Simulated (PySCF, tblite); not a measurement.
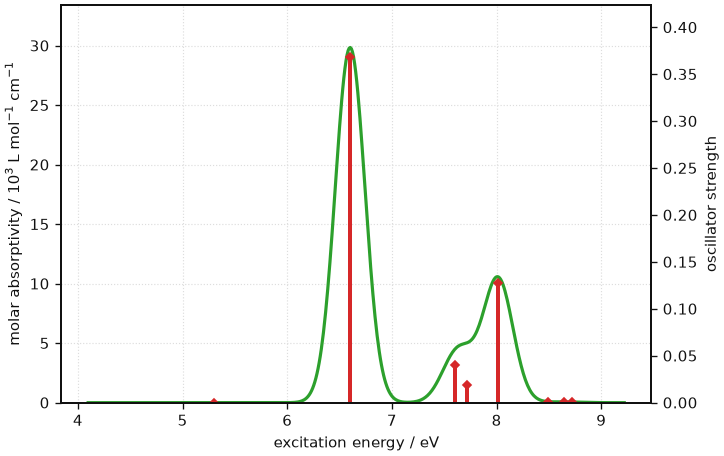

Vertical TDDFT excitations, CAM-B3LYP/def2-SVPD in PySCF, at a GFN2-xTB geometry (a minimum by its frequencies), gas phase. The lowest 8 singlet states are shown; each is broadened by a Gaussian of 1/e half-width 0.20 eV. Sticks give oscillator strengths (right axis).

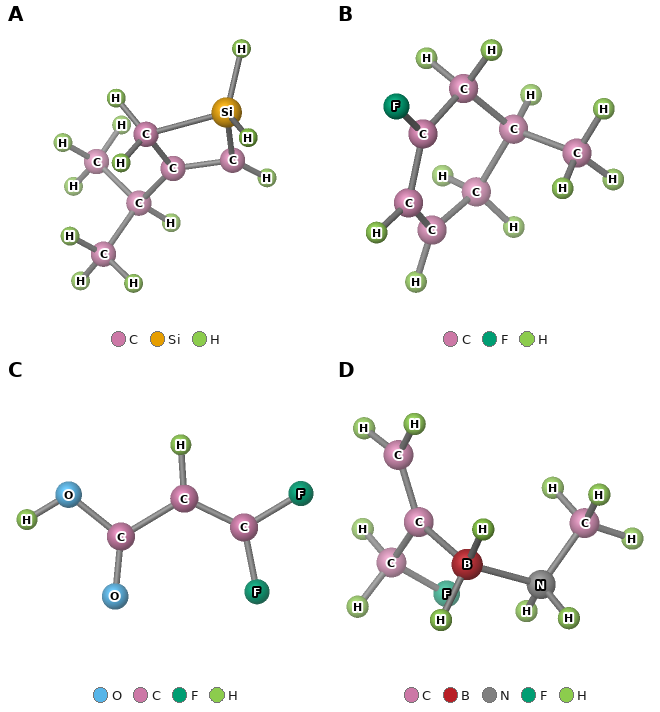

**Whose absorption spectrum is this? The candidates are drawn in the second picture. Charge and spin: A neutral singlet; B +1 singlet; C neutral singlet; D neutral singlet.**

Structure C, C₃H₂F₂O₂, SMILES O=C(O)C=C(F)F. Its lowest singlet lies at 5.30 eV (f = 0.000) and the brightest of those computed is S2 at 6.60 eV (188 nm), f = 0.369, mainly HOMO → LUMO (96 %).

Caveats: the tight-binding geometry is rougher than a DFT one and adds to the error; one conformer of a flexible molecule; core orbitals are frozen in the response.
